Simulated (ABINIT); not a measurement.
# Quasiparticle gap of Te (P3_121) in ABINIT

Aim: the G0W0 gap of Te (P3_121) on PBE, step by step.

Calculated with ABINIT 10.8.3; PBE and many-body steps on it, plane waves.

### 1. Set-up

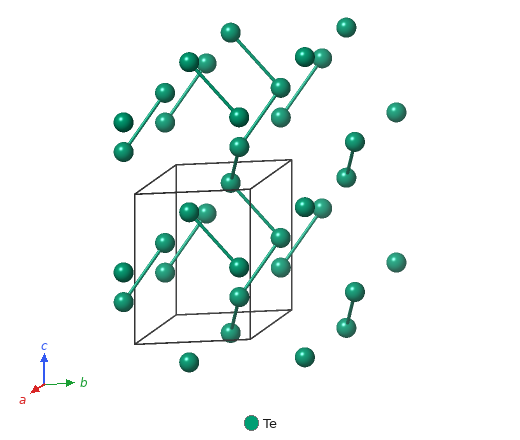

Start, viewed slightly off an axis; tellurium teal. 2×2×2 cells are drawn. Bonds to atoms that aren't drawn are left out. Some periodic images of atoms are drawn too.

As a file:

```cif
data_structure
_symmetry_space_group_name_H-M 'P 1'
_symmetry_Int_Tables_number 1
_cell_length_a 4.4572
_cell_length_b 4.4572
_cell_length_c 5.9290
_cell_angle_alpha 90.000
_cell_angle_beta 90.000
_cell_angle_gamma 120.000
_cell_volume 102.01
loop_
_atom_site_label
_atom_site_type_symbol
_atom_site_fract_x
_atom_site_fract_y
_atom_site_fract_z
_atom_site_occupancy
Te1 Te 0.26330 0.00000 0.33333 1
Te2 Te 0.00000 0.26330 0.66667 1
Te3 Te 0.73670 0.73670 0.00000 1
```

The cell and positions come from the Crystallography Open Database and are kept as given unless a step says otherwise. Spin-orbit coupling is left out unless a step names it.

### 2. Ground state

This step: ABINIT 10.8.3; DFT, PBE, plane waves, norm-conserving pseudopotentials.

The ground-state density comes first.

Input file run.abi:

```
acell 3*1.0 Angstrom
rprim 
  4.457199999972 0.000000000006 0.000000000000
  -2.228599999992 3.860048429721 0.000000000000
  0.000000000000 0.000000000000 5.929000000000
ntypat 1
znucl 52
natom 3
typat 1 1 1
xred 
  0.263300000000 0.000000000000 0.333333333333
  -0.000000000000 0.263300000000 0.666666666667
  0.736700000000 0.736700000000 -0.000000000000
pp_dirpath "pseudos"
pseudos "Te.upf"
ecut 39
ngkpt 3 3 4
nshiftk 1
shiftk 0 0 0
kptopt 1
chksymbreak 0
nband 41
occopt 1
tolvrs 1e-08
nstep 60
prtwf 0
optforces 0
optstress 0
indata_prefix "in"
outdata_prefix "out"
tmpdata_prefix "tmp"
```

On the command line:

```sh
$ OMP_NUM_THREADS=1 mpirun -n 8 abinit run.abi > log
```

Numbers of over 12 decimals in the logs are rounded to 6 here.

Log:

```text
.Version 10.8.3 of ABINIT. v10.8.2 released Aug 2026.

 Symmetries : space group P3_1 2 1 (#152); Bravais hP (primitive hexag.)
================================================================================
 Values of the parameters that define the memory need of the present run
     intxc =       0    ionmov =       0      iscf =       7    lmnmax =       8
     lnmax =       8     mgfft =      64  mpssoang =       4    mqgrid =    3150
     natom =       3  nloc_mem =       1    nspden =       1   nspinor =       1
    nsppol =       1      nsym =       6    n1xccc =    2501    ntypat =       1
    occopt =       1   xclevel =       2
-    mband =          41        mffmem =           1         mkmem =           2
       mpw =        8022          nfft =      147456          nkpt =          10
================================================================================
  Rough estimation (10% accuracy) of disk space for files :
================================================================================

--------------------------------------------------------------------------------
------------- Echo of variables that govern the present computation ------------
--------------------------------------------------------------------------------
 -outvars: echo values of preprocessed input variables --------
            acell      1.8897261259E+00  1.8897261259E+00  1.8897261259E+00 Bohr

      chksymbreak           0
             ecut      3.90000000E+01 Hartree
-          fftalg         312

              ixc     -101130
              kpt      0.00000000E+00  0.00000000E+00  0.00000000E+00
                       3.33333333E-01  0.00000000E+00  0.00000000E+00
                       3.33333333E-01  3.33333333E-01  0.00000000E+00
                       0.00000000E+00  0.00000000E+00  2.50000000E-01
                       3.33333333E-01  0.00000000E+00  2.50000000E-01
                      -3.33333333E-01  0.00000000E+00  2.50000000E-01
                       3.33333333E-01  3.33333333E-01  2.50000000E-01
                       0.00000000E+00  0.00000000E+00  5.00000000E-01
                       3.33333333E-01  0.00000000E+00  5.00000000E-01
                       3.33333333E-01  3.33333333E-01  5.00000000E-01
         kptrlatt        3    0    0      0    3    0      0    0    4
          kptrlen      2.52686619E+01
P           mkmem           2
            natom           3
            nband          41
            ngfft          48      48      64
             nkpt          10
            nstep          60
             nsym           6
           ntypat           1
              occ      2.000000  2.000000  2.000000  2.000000  2.000000  2.000000
                       2.000000  2.000000  2.000000  2.000000  2.000000  2.000000
                       2.000000  2.000000  2.000000  2.000000  2.000000  2.000000
                       2.000000  2.000000  2.000000  2.000000  2.000000  2.000000
                       2.000000  2.000000  2.000000  2.000000  2.000000  2.000000
                       2.000000  2.000000  2.000000  2.000000  2.000000  2.000000
                       0.000000  0.000000  0.000000  0.000000  0.000000
        optforces           0
        optstress           0
            prtwf           0
            rprim      4.4572000000E+00  6.0000000000E-12  0.0000000000E+00
                      -2.2286000000E+00  3.8600484297E+00  0.0000000000E+00
[...]
spgroup         152

           tolvrs      1.00000000E-08

             xred      2.6330000000E-01  9.2518585385E-17  3.3333333333E-01
[...]
znucl       52.00000

================================================================================

 chkinp: Checking input parameters for consistency.

================================================================================
== DATASET  1 ==================================================================
-   mpi_nproc: 8, omp_nthreads: 1 (-1 if OMP is not activated)
-    --> not optimal distribution: autoparal keyword recommended in input file <--

--- !DatasetInfo
iteration_state: {dtset: 1, }
dimensions: {natom: 3, nkpt: 10, mband: 41, nsppol: 1, nspinor: 1, nspden: 1, mpw: 8022, }
cutoff_energies: {ecut:  39.0, pawecutdg:  -1.0, }
electrons: {nelect:   7.20000000E+01, charge:   0.00000000E+00, occopt:   1.00000000E+00, tsmear:   1.00000000E-02, }

 Real(R)+Recip(G) space primitive vectors, cartesian coordinates (Bohr,Bohr^-1):
 R(1)=  8.4228873  0.0000000  0.0000000  G(1)=  0.1187241  0.0685454  0.0000000
 R(2)= -4.2114436  7.2944344  0.0000000  G(2)=  0.0000000  0.1370908  0.0000000
 R(3)=  0.0000000  0.0000000 11.2041862  G(3)=  0.0000000  0.0000000  0.0892524
 Unit cell volume ucvol=  6.8838742E+02 bohr^3
 Angles (23,13,12)=  9.00000000E+01  9.00000000E+01  1.20000000E+02 degrees

 getcut: wavevector=  0.0000  0.0000  0.0000  ngfft=  48  48  64
         ecut(hartree)=     39.000   => boxcut(ratio)=   2.02714

--- Pseudopotential description ------------------------------------------------
- Te Generated using ONCVPSP code by D. R. Hamann
- 52.00000  24.00000  220131                  znucl, zion, pspdat
12 -101130 3 -1 1294                          pspcod,pspxc,lmax,lloc,mmax
     nproj     2     2     2     2
  pspatm : epsatm=   28.89495404
         --- l  ekb(1:nproj) -->
[...]
pspatm: atomic psp has been read  and splines computed

   6.24131007E+03                                ecore*ucvol(ha*bohr**3)
--------------------------------------------------------------------------------

_setup2: Arith. and geom. avg. npw (full set) are    8008.972    8008.968

================================================================================

--- !BeginCycle
iteration_state: {dtset: 1, }
solver: {iscf: 7, nstep: 60, nline: 4, wfoptalg: 0, }
tolerances: {tolvrs: 1.00E-08, }

     iter   Etot(hartree)      deltaE(h)  residm     vres2
 ETOT  1  -839.07823236603    -8.391E+02 1.192E+00 2.989E+01
 ETOT  2  -841.45455525990    -2.376E+00 4.324E-03 1.125E+01
 ETOT  3  -841.45609098505    -1.536E-03 2.434E-03 3.149E+00
 ETOT  4  -841.45631362221    -2.226E-04 4.200E-04 5.352E-01
 ETOT  5  -841.45641316345    -9.954E-05 2.704E-04 3.194E-03
 ETOT  6  -841.45641336457    -2.011E-07 2.029E-05 3.670E-04
 ETOT  7  -841.45641340065    -3.608E-08 1.270E-05 1.304E-05
 ETOT  8  -841.45641340291    -2.262E-09 9.086E-07 2.194E-06
 ETOT  9  -841.45641340327    -3.615E-10 6.028E-07 5.421E-08
 ETOT 10  -841.45641340329    -1.762E-11 4.357E-08 9.353E-10

 At SCF step   10       vres2   =  9.35E-10 < tolvrs=  1.00E-08 =>converged.

--- !ResultsGS
iteration_state: {dtset: 1, }
comment   : Summary of ground state results
lattice_vectors:
- [  8.4228873,   0.0000000,   0.0000000, ]
- [ -4.2114436,   7.2944344,   0.0000000, ]
- [  0.0000000,   0.0000000,  11.2041862, ]
lattice_lengths: [   8.42289,    8.42289,   11.20419, ]
lattice_angles: [ 90.000,  90.000, 120.000, ] # degrees, (23, 13, 12)
lattice_volume:   6.8838742E+02
convergence: {deltae: -1.762E-11, res2:  9.353E-10, residm:  4.357E-08, diffor:  0.000E+00, }
etotal    :  -8.41456413E+02
entropy   :   0.00000000E+00
fermie    :   2.49476202E-01
cartesian_stress_tensor: null
pressure_GPa: null
xred      :
- [  2.6330E-01,   9.2519E-17,   3.3333E-01, Te]
- [ -6.8916E-19,   2.6330E-01,   6.6667E-01, Te]
- [  7.3670E-01,   7.3670E-01,   7.4015E-17, Te]
cartesian_forces: null
force_length_stats: {min: null, max: null, mean: null, }

 Integrated electronic density in atomic spheres:
 ------------------------------------------------
 Atom  Sphere_radius  Integrated_density
[...]
2        2.00000         19.90223792
    3        2.00000         19.89994489
================================================================================

 ----iterations are completed or convergence reached----

 Mean square residual over all n,k,spin=   11.731E-11; max=  43.574E-09
 reduced coordinates (array xred) for    3 atoms
       0.263300000000      0.000000000000      0.333333333333
      -0.000000000000      0.263300000000      0.666666666667
       0.736700000000      0.736700000000      0.000000000000
 rms dE/dt=  0.0000E+00; max dE/dt=  0.0000E+00; dE/dt below (all hartree)
    1       0.000000000000      0.000000000000      0.000000000000
    2       0.000000000000      0.000000000000      0.000000000000
    3       0.000000000000      0.000000000000      0.000000000000

 cartesian coordinates (angstrom) at end:
    1      1.173581     1.58e-12     1.976333
    2     -0.586790     1.016351     3.952667
    3      1.641810     2.843698     0.000000
 length scales=  1.889726125908  1.889726125908  1.889726125908 bohr
              =  1.000000000000  1.000000000000  1.000000000000 angstroms
 prteigrs : about to open file out_EIG
 Fermi (or HOMO) energy (hartree) =   0.24948   Average Vxc (hartree)=  -0.35642
 Eigenvalues (hartree) for nkpt=  10  k points:
 kpt#   1, nband= 41, wtk=  0.02778, kpt=  0.0000  0.0000  0.0000 (reduced coord)
  -5.63133   -5.63132   -5.63132   -3.79682   -3.79682   -3.79672   -3.79568   -3.79561
  -3.79561   -3.78982   -3.78982   -3.78982   -1.12452   -1.12452   -1.12255   -1.12243
  -1.12243   -1.11948   -1.11746   -1.11729   -1.11729   -1.11637   -1.11617   -1.11617
  -1.11554   -1.11438   -1.11438   -0.25162   -0.12937   -0.12937    0.13671    0.14717
   0.14717    0.18924    0.18924    0.22247    0.28817    0.28817    0.31134    0.43337
   0.43337
 prteigrs : prtvol=0 or 1, do not print more k-points.

--- !EnergyTerms
iteration_state     : {dtset: 1, }
comment             : Components of total free energy in Hartree
kinetic             :  2.83704648688696E+02
hartree             :  2.99016927331892E+02
xc                  : -1.08433172432270E+02
Ewald energy        : -3.95809479043991E+02
psp_core            :  9.06656608642040E+00
local_psp           : -8.86335342454546E+02
non_local_psp       : -4.26665615794894E+01
total_energy        : -8.41456413403288E+02
total_energy_eV     : -2.28971954742747E+04
band_energy         : -1.34877680290264E+02

== END DATASET(S) ==============================================================
================================================================================

 -outvars: echo values of variables after computation  --------
           etotal     -8.4145641340E+02
            nband          41
             nkpt          10
          spgroup         152
 [... the other variables as echoed above ...]

 Calculation completed.
```

Wall time 40 s (8 MPI ranks of Intel Xeon 6975P-C (Granite Rapids), shared host); peak memory 0.82 GiB.

Numbers from this step:

```yaml
total_energy: -22897.1955 eV
gap: 0.1818 eV
k_of_the_valence_top: 0.3333, 0.3333, 0.5
k_of_the_conduction_bottom: 0.3333, 0.3333, 0.5
least_direct_gap: 0.1818 eV
```

The gap is direct, at (0.333, 0.333, 0.500).

(Continued in part 2 of 3.)

[Paths, hosts, dates, memory and timing lines, banners, echoed tables and standing remarks are left out of the program output.]

[Logs are printed without paths, hosts, clocks, repeated set-up lines and the standing remarks that a program may print on its own settings, such as how far it seeks lower states.]

[Runs of the session that timed out or met a known fault of the program may be left out.]

[Hosts, paths, dates, database ids (printed as entryN), source tags and the programs' standing remarks are cut or masked in the printed files.]

[G0W0 gaps are taken among the corrected bands and points alone; a level outside them can change the order at an edge.]

[Where Ansatz stands beside ABINIT at settings called matched, ABINIT's density can come from a denser mesh and the files from another edition; pairs whose starting gaps differed by over 0.03 eV were left out, so agreement reads better than it is.]
